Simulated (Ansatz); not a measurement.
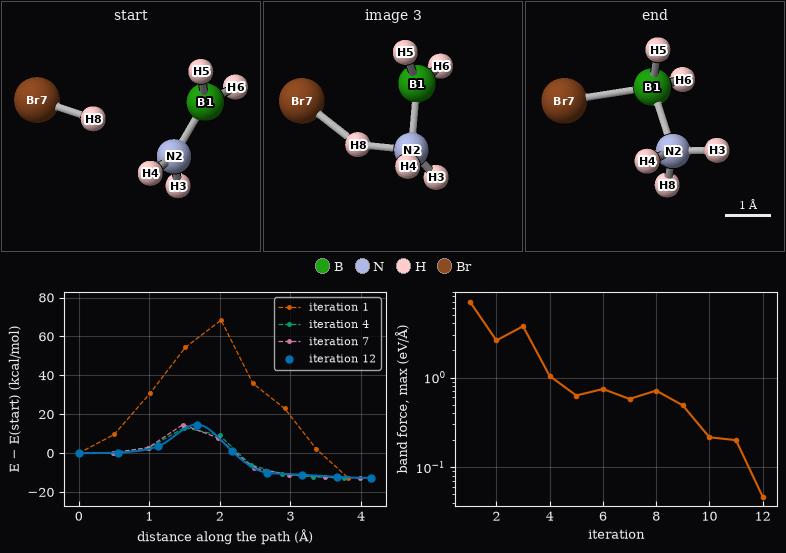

A nudged-elastic-band calculation for BNH5Br. Images are numbered from 0 (start) to 8 (end). The plot follows the band through its iterations. A ball-and-stick model, seen at a tilt.

Level of theory: RKS B3LYP-D4/def2-SVP in Ansatz 0.2.0. Set-up: 7 movable images; climbing image; force threshold 0.05 eV/Å; iteration limit 60; starting path through a guess of the saddle point.

**Judge this run.**

The result is final at these settings. The band converged in 12 iterations. The largest component of the band force went from 7 to 0.047 eV/Å. The climbing image converged on the top of the path. Its vibrational analysis gives one imaginary mode (1077i cm⁻¹), as a transition state must have. The first iteration put the highest image at 68.4 kcal/mol. The energy climbs by 14.7 kcal/mol to image 3 and then falls by 27.5 kcal/mol, so the end point sits at −12.7 kcal/mol.

The run took 2.3 min on 2 threads of Arm Neoverse V2, with other jobs on the host, peak memory 0.17 GiB.
